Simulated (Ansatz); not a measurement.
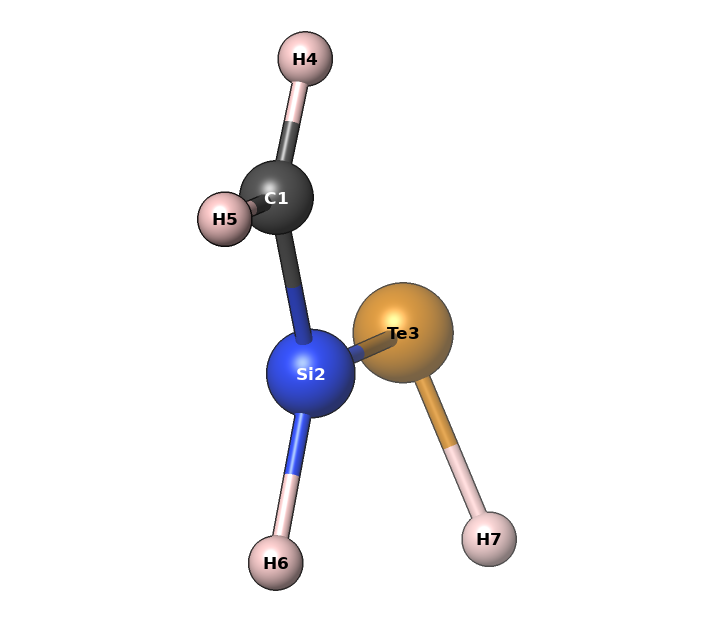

Te3 lies behind Si2. The molecule seen a little off the Si2–Te3 bond, Si2 in front. Atoms fade into the background with distance from the viewer. The geometry was computed by an optimisation with PBE-D4/def2-SVP. No frequency run is at hand to confirm it as a minimum.

What is the torsion angle C1–Si2–Te3–H7? The sign is positive where the front bond must turn clockwise to cover the back bond.

Answer. 156°, antiperiplanar (anti).
